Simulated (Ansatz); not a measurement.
# Bands, cutoff and cost in G0W0 for Te2Pt (1T monolayer)

Wanted: a G0W0 gap for Te2Pt (1T monolayer) that is converged in bands and cutoff, or an estimate of the limit.

Main program and level: Ansatz 0.2.0; G0W0 on PBEsol, plane waves, PAW; PAW set soft_1.

### Step 1. Set-up

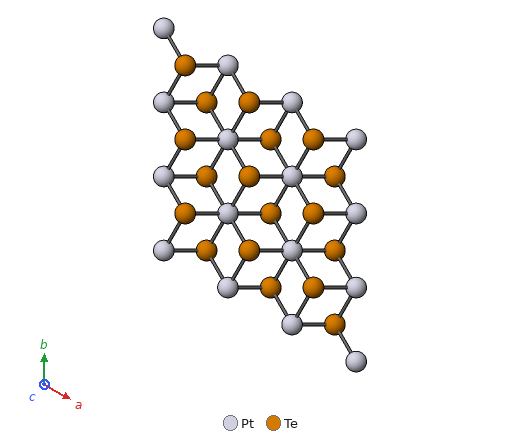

The cell as given, from above (platinum light grey, tellurium orange). 3×3×1 cells are drawn. Some periodic images of atoms are drawn too.

The cell holds 3 atoms: 1 Pt and 2 Te. Its edges and angles: a = 3.930 Å, b = 3.930 Å, c = 28.800 Å, α = 90.0°, β = 90.0°, γ = 120.0°. Vacuum lies along c.

The structure was relaxed with PBEsol-D3(BJ). The runs that relaxed it are not among those shown. Spin-orbit coupling is left out unless a step names it. The Coulomb interaction is cut off across the vacuum.

### Step 2. 188 empty bands, screening to 36 eV

G0W0 replaces the xc potential by the self-energy, built once from these orbitals. Only a window of levels is corrected, while the sums run over the empty bands that the input names. This step takes PAW set soft_1 files.

Input file input.yaml:

```yaml
crystal:
  lattice:
    - [3.9298298494, 0.0, 0.0]
    - [-1.9649149247, 3.4033324822, 0.0]
    - [0.0, 0.0, 28.8]
  atoms:
    - { symbol: Pt, position: [0.0, 0.0, 0.5] }
    - { symbol: Te, position: [0.3333333333, 0.6666666667, 0.5483629656] }
    - { symbol: Te, position: [0.6666666667, 0.3333333333, 0.4516370344] }
  periodic: [true, true, false]
kpoints:
  mp_grid: { grid: [6, 6, 1] }
hamiltonian:
  xc: pbesol
  pseudopotentials: { kind: paw, azcp: { folder: soft_1 }, xc_functional: pbe }
scf:
  occupations: { method: fixed }
gw:
  n_empty_bands: 188
  ecut_chi: 36
  qp_bands: [v2, c2]
  qp_kpoints: band_edges
  screening: { model: contour_deformation }
```

Run with:

```sh
$ ansatz run input.yaml --threads 4 --pin off --max-ram 17510MiB --backend cpu --events-out ev --progress --plain --runs-dir out
```

Numbers of over 12 decimals in the logs are rounded to 6 here.

What it wrote:

```text
Engine: ansatz 0.2.0, aarch64-unknown-linux-gnu
Pseudopotentials: kind: paw
Pseudopotential: Pt, paw, valence charge 18, recommended cutoff 420 eV (normal), soft_1/Pt.paw.azcp
Pseudopotential: Te, paw, valence charge 16, recommended cutoff 420 eV (normal), soft_1/Te.paw.azcp
Functional definition: PBEsol
  exchange = pbesol_x
  correlation = pbesol_c
Crystal: 3 atoms, lattice volume = 385.186 Å³
Basis set: ecut = 420 eV, 7609 PW (Γ)
Bands: 30, of which v1, the nominal top of the filled ones, is band 25 counted from 1 (24 counted from 0)
Symmetry: 12 space group operations
Space group: P-3m1 (ITA 164), of the structure as read, at distance tolerance 7.3e-5 Å
k-points: 7 of 36
Non-local potential: Pt, projectors of the file, l = 0: 3, l = 1: 2, l = 2: 2, l = 3: 1
Non-local potential: Te, projectors of the file, l = 0: 2, l = 1: 2, l = 2: 2, l = 3: 1
PAW form: soft (Blöchl's): semilocal exchange-correlation on the pseudo side does not see the compensation charge
PAW frozen core: Pt, regenerated for the run's functional, and the local potential with it (the file was generated under x = pbe(κ = 0.804, μ = 0.219515), c = pbe(β = 0.066725))
PAW frozen core: Te, regenerated for the run's functional, and the local potential with it (the file was generated under x = pbe(κ = 0.804, μ = 0.219515), c = pbe(β = 0.066725))
PAW one-centre angular grid: Pt, 590 points (default); XC on 64 Gauss nodes
PAW one-centre angular grid: Te, 590 points (default); XC on 64 Gauss nodes
Initial density: superposition of atomic densities (neutral atoms: chi_scale 0, normalization atom)
Initial wavefunctions: pseudopotential atomic-orbital guess
Functional: x = pbesol(κ = 0.804, μ = 0.123457), c = pbesol(β = 0.046)
SCF iter   1: F=—  HF=-26190.065779 eV  |F-HF|=—  |Δ(HF+E_count)|=         —  Δρ=2.66e-2  dr2=2.52e0  ethr=3.10e-3  ⟨swp⟩=6.9  Hψ=1012  notcnv=0  defer=19
preconditioner: auto → Resta (q_TF=auto, 1.941 Å⁻¹)  ε∞=2.1  [insulator: Δε(μ)=1.273 eV  Ē_g=8.588 eV  n_scr=46 (ndim 8)  ℏωp=8.9 eV  f_vac=0.760  ε∞_Penn≈2.1  vacuum switching on, ρ_ref=5.3e-3 e/Å³]
SCF iter   2: F=—  HF=-26189.825590 eV  |F-HF|=—  |Δ(HF+E_count)|=   2.40e-1  Δρ=1.39e-2  dr2=1.64e0  ethr=3.10e-3  ⟨swp⟩=4.1  Hψ=546  notcnv=0  defer=21
SCF iter   3: F=—  HF=-26189.532468 eV  |F-HF|=—  |Δ(HF+E_count)|=   2.93e-1  Δρ=6.95e-3  dr2=9.34e-2  ethr=3.10e-3  ⟨swp⟩=3.1  Hψ=368  notcnv=0  defer=20
SCF iter   4: F=—  HF=-26189.513278 eV  |F-HF|=—  |Δ(HF+E_count)|=   1.92e-2  Δρ=1.25e-3  dr2=3.79e-3  ethr=1.87e-4  ⟨swp⟩=3.3  Hψ=377  notcnv=0  defer=21
SCF iter   5: F=—  HF=-26189.513278 eV  |F-HF|=—  |Δ(HF+E_count)|=   6.27e-7  Δρ=2.56e-4  dr2=1.66e-4  ethr=7.58e-6  ⟨swp⟩=4.0  Hψ=502  notcnv=0  defer=21
SCF iter   6: F=—  HF=-26189.513331 eV  |F-HF|=—  |Δ(HF+E_count)|=   5.29e-5  Δρ=5.38e-5  dr2=1.51e-5  ethr=3.33e-7  ⟨swp⟩=3.9  Hψ=549  notcnv=0  defer=21
SCF iter   7: F=—  HF=-26189.513332 eV  |F-HF|=—  |Δ(HF+E_count)|=   1.59e-6  Δρ=1.26e-5  dr2=7.04e-7  ethr=3.03e-8  ⟨swp⟩=3.3  Hψ=451  notcnv=0  defer=21
SCF iter   8: F=-26189.513333 eV  HF=-26189.513333 eV  |F-HF|=1.97e-9  |Δ(HF+E_count)|=   1.04e-6  Δρ=3.04e-6  dr2=3.46e-8  ethr=2.00e-10  ⟨swp⟩=21.4  Hψ=1454  notcnv=0
SCF 1 converged in 8 iterations: F = -26189.513333 eV  dr2 = 3.46e-8
  greatest PAW one-centre occupation: 1.000 electrons in one spin orbital (limit 2), on the Pt atom at site 0 (counted from 0), in its partial waves of l = 0
NSCF: frozen V_eff on 7 k-points
G₀W₀ screening: q 1/7
[... further progress lines ...]
SCF converged after 8 iterations
Free energy (F): -26189.513333 eV
Harris-Foulkes:  -26189.513333 eV  (|F-HF|=1.97e-9)
Internal energy: -26189.513333 eV  (E = F + TS)
E sigma→0 (E₀):  -26189.513333 eV
Fermi energy:    -4.685577 eV
--- Per-component energies (eV) ---
  E_band       = -1599.697262
  E_kinetic    = 943.785386
  E_local      = -103123.508184  (includes V_loc(G=0)·N_el)
  E_nonlocal   = 343.057179
  E_hartree    = 50913.048820
  E_xc         = -474.812582
  E_vxc        = -475.674413  (∫ρ·V_xc dr)
  E_paw        = -18533.506004  (= ΣΔE_a)
  E_vpaw       = -1113.467589  (= ΣTr[D̂ρ^β])
  E_aug_tail   = 0.001266  (compensation charges beyond the density's cutoff)
  E_ewald      = 43741.384133
  E_core_change = 1.036654  (= ΣΔE_core)
  E_smearing   = -0.000000  (= −TS)
  E_closure    = 0.000000  (closes the sum)
  Σ components = -26189.513333   (vs F -26189.513333, Δ=0.00e0)
--- Band table (eV; the first three rows and the last of 7) ---
  k-point 0: bands = [... 21 lower, -6.8088, -5.5428, -4.6856, -4.6856, -2.2400, -2.2400, -0.8389 (-0.8399°), -0.7196, ... 1 higher]
  k-point 1: bands = [... 21 lower, -7.3014, -5.5246, -5.1350, -4.9986, -3.7462, -2.5883, -0.2394, -0.1245, ... 1 higher]
  k-point 2: bands = [... 21 lower, -7.7488, -6.8125, -6.0337, -5.8301, -3.5047, -2.6527, -1.3511, 0.5205, ... 1 higher]
  k-point 6: bands = [... 21 lower, -8.0418, -7.4836, -6.4958, -6.4958, -3.7171, -3.7171, -0.3515, 1.8438, ... 1 higher]
  ° read free of the cell's end (the report's vacuum.weakly_bound_levels)
--- G₀W₀: contour deformation, 7 samples at zero and on the imaginary axis and 1 off it, 36 q-points, 188 empty bands' worth ---
  eigenvalues of the whole cell's RPA ε∞ on this k-mesh (on a slab, of 1 + 4πα/V) = 1.1836, 6.8374, 6.8374; static W/v taken at q = 0 is 0.358066
  gw.qp_kpoints: band_edges: 6 of 7 stored k-points solved, in 1 pass; an edge of the gap read off the rows below is read off those points alone
    valence top: of the k-points left out ik 3 came nearest to being solved in a further pass, in band 25 (counted from 1, as in the quasiparticle table): it holds the edge there only if its correction is more favourable than any solved in that band by at least 1.871 eV; those differ by 0.184 eV
    conduction bottom: of the k-points left out ik 3 came nearest to being solved in a further pass, in band 26 (counted from 1, as in the quasiparticle table): it holds the edge there only if its correction is more favourable than any solved in that band by at least 0.748 eV; those differ by 0.146 eV
    ik  band        ε_KS         Σx   Σc(E_QP)       V_xc       Z   E_QP_lin       E_QP  E_QP is
     0    24     -4.6856   -16.2269     1.0549   -15.4257  0.7087    -4.4346    -4.4318  root
     0    25     -4.6856   -16.2269     1.0549   -15.4257  0.7087    -4.4346    -4.4318  root
     0    26     -2.2400   -15.8971    -2.7045   -19.4128  0.6717    -1.3993    -1.4287  root
     0    27     -2.2400   -15.8971    -2.7045   -19.4128  0.6717    -1.3993    -1.4287  root
     1    24     -5.1350   -14.6185     1.2301   -13.4312  0.6976    -5.0922    -5.0921  root
     1    25     -4.9986   -17.7929     1.5145   -16.4974  0.7062    -4.7819    -4.7796  root
     1    26     -3.7462   -14.9323    -2.2564   -17.9099  0.7092    -2.9825    -3.0249  root
     1    27     -2.5883   -14.8384    -2.8095   -18.4271  0.6740    -1.7706    -1.8091  root
     2    24     -6.0337   -18.8862     2.1634   -16.8696  0.6946    -5.8886    -5.8869  root
     2    25     -5.8301   -17.5650     1.8809   -15.7539  0.6784    -5.7608    -5.7604  root
     2    26     -3.5047   -14.6786    -2.3723   -17.7421  0.7009    -2.7738    -2.8136  root
     2    27     -2.6527   -14.7718    -2.8926   -18.4325  0.6675    -1.8515    -1.8846  root
     4    24     -6.1715   -20.2479     2.3349   -18.0510  0.6880    -6.0353    -6.0336  root
     4    25     -5.1381   -16.8515     1.5599   -15.3961  0.6994    -5.0341    -5.0336  root
     4    26     -3.7725   -13.5968    -2.4830   -16.7488  0.7054    -3.0680    -3.1036  root
     4    27     -3.3509   -14.5843    -2.5702   -17.8906  0.6984    -2.5646    -2.6148  root
     5    24     -6.7076   -19.8481     2.7667   -17.1466  0.6633    -6.6425    -6.6423  root
     5    25     -5.9938   -19.7641     2.3930   -17.4639  0.6824    -5.9005    -5.9009  root
     5    26     -3.7543   -14.0710    -2.4313   -17.1679  0.7030    -3.0534    -3.0887  root
     5    27     -3.0662   -14.6814    -2.9005   -18.3162  0.6778    -2.2858    -2.3318  root
     6    24     -6.4958   -23.5546     3.3544   -20.2974  0.6681    -6.3991    -6.3986  root
     6    25     -6.4958   -23.5546     3.3544   -20.2974  0.6681    -6.3991    -6.3986  root
     6    26     -3.7171   -14.0040    -2.5875   -17.2751  0.7000    -2.9941    -3.0334  root
     6    27     -3.7171   -14.0040    -2.5875   -17.2751  0.7000    -2.9941    -3.0334  root
```

It took 41 s on 4 threads of Arm Neoverse V1, shared host; peak memory 1.3 GiB; 2.6 min of CPU time.

This step gave:

```yaml
bands_summed: 213
plane_waves_in_the_screening_matrix: 167
q_points_in_the_mesh: 36
g0w0_gap_on_the_mesh: 1.328 eV
k_of_the_valence_top: 0, 0, 0
k_of_the_conduction_bottom: 0.1667, 0.1667, 0
starting_gap_on_the_mesh: 0.9130 eV
z_at_the_valence_top: 0.7087
z_at_the_conduction_bottom: 0.7054
least_direct_g0w0_gap_on_the_computed_points: 1.755 eV
```

The gap on the mesh goes from 0.91 eV to 1.33 eV, a correction of +0.42 eV. Between the two edge states, bare exchange in place of the xc potential would open the gap by 3.95 eV, and correlation takes back 3.54 eV.

### Step 3. 458 empty bands, screening to 65 eV

Bands and screening cutoff are moved together, since each hides the error of the other.

Edit input.yaml of step 2 so:

```diff
@@ -17,5 +17,6 @@
   occupations: { method: fixed }
+  convergence: { dr2_threshold: 1.0e-10 }
 gw:
-  n_empty_bands: 188
-  ecut_chi: 36
+  n_empty_bands: 458
+  ecut_chi: 65.0
   qp_bands: [v2, c2]
```

What it wrote:

```text
[...]
Crystal: 3 atoms, lattice volume = 385.186 Å³
Basis set: ecut = 420 eV, 7609 PW (Γ)
Bands: 30, of which v1, the nominal top of the filled ones, is band 25 counted from 1 (24 counted from 0)
[... 1 set-up line as in the run before ...]
[...]
k-points: 7 of 36
[...]
SCF iter   1: F=—  HF=-26190.065779 eV  |F-HF|=—  |Δ(HF+E_count)|=         —  Δρ=2.66e-2  dr2=2.52e0  ethr=3.10e-3  ⟨swp⟩=6.9  Hψ=1012  notcnv=0  defer=19
[...]
SCF iter  10: F=-26189.513333 eV  HF=-26189.513333 eV  |F-HF|=1.06e-10  |Δ(HF+E_count)|=  9.79e-10  Δρ=1.10e-7  dr2=3.50e-11  ethr=1.00e-12  ⟨swp⟩=21.7  Hψ=1499  notcnv=0
SCF 1 converged in 10 iterations: F = -26189.513333 eV  dr2 = 3.50e-11
[...]
NSCF: frozen V_eff on 7 k-points
G₀W₀ screening: q 1/7
[... further progress lines ...]
SCF converged after 10 iterations
Free energy (F): -26189.513333 eV
[...]
Internal energy: -26189.513333 eV  (E = F + TS)
E sigma→0 (E₀):  -26189.513333 eV
Fermi energy:    -4.685559 eV
[...]
--- Band table (eV; the first three rows and the last of 7) ---
  k-point 0: bands = [... 21 lower, -6.8088, -5.5427, -4.6856, -4.6856, -2.2400, -2.2400, -0.8389 (-0.8399°), -0.7196, ... 1 higher]
  k-point 1: bands = [... 21 lower, -7.3014, -5.5246, -5.1350, -4.9986, -3.7462, -2.5883, -0.2394, -0.1245, ... 1 higher]
  k-point 2: bands = [... 21 lower, -7.7488, -6.8126, -6.0338, -5.8301, -3.5047, -2.6527, -1.3511, 0.5205, ... 1 higher]
  k-point 6: bands = [... 21 lower, -8.0419, -7.4835, -6.4958, -6.4958, -3.7171, -3.7171, -0.3515, 1.8438, ... 1 higher]
  ° read free of the cell's end (the report's vacuum.weakly_bound_levels)
[...]
0    24     -4.6856   -16.2269     0.7089   -15.4257  0.7034    -4.7782    -4.7778  root
     0    25     -4.6856   -16.2269     0.7089   -15.4257  0.7034    -4.7782    -4.7778  root
     0    26     -2.2400   -15.8971    -2.9935   -19.4128  0.6652    -1.7075    -1.7178  root
     0    27     -2.2400   -15.8971    -2.9935   -19.4128  0.6652    -1.7075    -1.7178  root
     1    24     -5.1350   -14.6184     0.9629   -13.4312  0.6930    -5.3623    -5.3593  root
     1    25     -4.9986   -17.7929     1.1886   -16.4974  0.7014    -5.1060    -5.1054  root
     1    26     -3.7462   -14.9323    -2.4925   -17.9099  0.7050    -3.2459    -3.2611  root
     1    27     -2.5883   -14.8384    -3.0856   -18.4271  0.6670    -2.0735    -2.0852  root
[...]
6    24     -6.4958   -23.5545     3.1209   -20.2973  0.6632    -6.6332    -6.6321  root
     6    25     -6.4958   -23.5545     3.1209   -20.2973  0.6632    -6.6332    -6.6321  root
     6    26     -3.7171   -14.0040    -2.8165   -17.2751  0.6956    -3.2484    -3.2625  root
     6    27     -3.7171   -14.0040    -2.8165   -17.2751  0.6956    -3.2484    -3.2625  root
```

Elapsed: 2.7 min, on 4 threads; peak memory 3.1 GiB; 11 min of CPU time.

This step gave:

```
bands summed                                 : 483
plane waves in the screening matrix          : 475
q-points in the mesh                         : 36
G0W0 gap on the mesh                         : 1.450 eV
k of the valence top                         : 0, 0, 0
k of the conduction bottom                   : 0.1667, 0.1667, 0
starting gap on the mesh                     : 0.9130 eV
Z at the valence top                         : 0.7034
Z at the conduction bottom                   : 0.7014
least direct G0W0 gap on the computed points : 1.844 eV
```

Against the run with 6×6×1 mesh, 188 empty bands, screening to 36 eV, PAW set soft_1 files, the gap moves by +0.12 eV.

### Step 4. The runs together

Times are wall times on 4 threads of Arm Neoverse V1, shared host, good to a factor of about two.

```csv
mesh,files,frequency,bands summed,cutoff (eV),start (eV),G0W0 (eV),time,host memory (GiB)
6×6×1,PAW set soft_1,contour deformation,213,36,0.913,1.328,41 s,1.3
6×6×1,PAW set soft_1,contour deformation,483,65,0.913,1.450,2.7 min,3.1
```

The parts of the quasiparticle energy at the two band edges (eV; QP = start + Σx + Σc − Vxc):

```csv
run,edge,start,Σx,Σc,Vxc,Z,QP
213 bands,valence top,-4.69,-16.23,1.05,-15.43,0.71,-4.43
213 bands,conduction bottom,-3.77,-13.60,-2.48,-16.75,0.71,-3.10
483 bands,valence top,-4.69,-16.23,0.71,-15.43,0.70,-4.78
483 bands,conduction bottom,-3.77,-13.60,-2.71,-16.75,0.70,-3.33
```

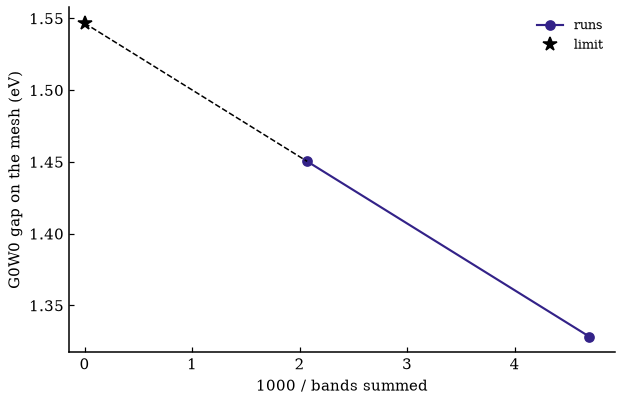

The gap against one over the number of bands; the dashed line carries the two highest rungs to the limit.

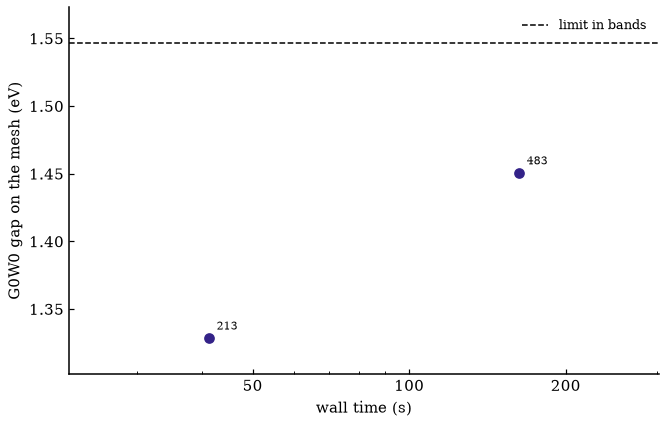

Result against wall time.

### Step 5. Summary of results

| Quantity | Value |
| --- | --- |
| 213 bands, 36 eV | 1.328 eV |
| 483 bands, 65 eV | 1.450 eV |
| estimated limit in bands and cutoff | 1.55 eV |
| mesh and start | 6×6×1, PBEsol |

**Reading.** A line in one over the bands through the two rungs gives 1.55 eV, +0.10 eV from the top rung; with two points alone it is an unchecked estimate. The rungs stand 0.22 eV (213 bands) and 0.10 eV (483 bands) from it. From 213 to 483 bands the gap moves by +0.12 eV while the time grows 3.9-fold. Σc changes by −0.35 eV at the valence top and −0.22 eV at the conduction bottom, so the levels themselves move more than the gap between them. The 6×6×1 mesh misses a band edge: over a band path and its finer mesh (run apart) the PBEsol gap is 0.61 eV, so the G0W0 gap over the zone may lie about 0.30 eV below its value on the mesh. The mesh in the plane is coarse for a sheet; gap and any exciton binding can still move on denser ones. The runs have no spin polarisation. For a closed low-spin shell that is the natural state; where a d or f shell is open it is a constraint, and the gap is then not the crystal's own. With d states at the gap, one-shot GW leans hard on its start. The many-body steps are scalar-relativistic: spin-orbit coupling is not in them.

[Paths, hosts, dates, memory and timing lines, banners, echoed tables and standing remarks are left out of the program output.]

[Logs are printed without paths, hosts, clocks, repeated set-up lines and the standing remarks that a program may print on its own settings, such as how far it seeks lower states.]

[Runs of the session that timed out or met a known fault of the program may be left out.]

[Cells called generated may have been cut or substituted from an entry of the Crystallography Open Database or the Materials Project.]

[Hosts, paths, dates, database ids (printed as entryN), source tags and the programs' standing remarks are cut or masked in the printed files.]
